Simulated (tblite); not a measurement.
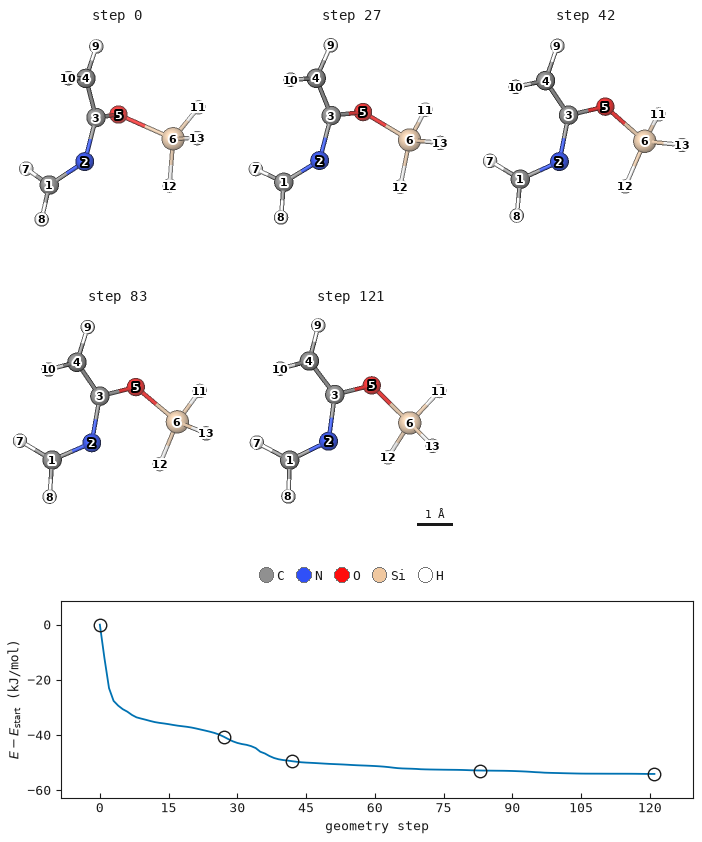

Frames of a relaxation of C$_{3}$H$_{7}$NOSi, marked on the history of the run. The picture is a ball-and-stick view, seen at a tilt.

Level of theory: GFN2-xTB geometry optimisation, gas phase in tblite. 

Q: What happens along the run?

A: The largest move after the best rigid fit is that of H10, 0.89 Å. Largest moves by element: H 0.89 Å, O 0.73 Å, N 0.42 Å, C 0.38 Å, Si 0.12 Å. Some distances before and after: O5–Si6 1.741 → 1.639 Å, C3–O5 1.395 → 1.340 Å, C1–N2 1.294 → 1.256 Å, Si6–H11 1.476 → 1.456 Å. Bond angles that change, for instance: O5–Si6–H11 105.5° → 97.8°, N2–C1–H7 117.2° → 124.6°, H11–Si6–H13 107.1° → 114.0°. Groups turn about N2–C3 by about 60°, C3–O5 by about 55°, O5–Si6 by about 35°. Over 121 geometry steps the energy falls by 54.1 kJ/mol. The run took 0.5 s on 1 thread of Arm Neoverse V2 (shared host). From step 0 to 27: O and H atoms move most (0.40 Å), energy −40.6 kJ/mol. From step 27 to 42: H10 moves most (0.41 Å), energy −8.92 kJ/mol. From step 42 to 83: H7 moves most (0.40 Å), energy −3.36 kJ/mol. From step 83 to 121: H13 moves most (0.41 Å), energy −1.25 kJ/mol.
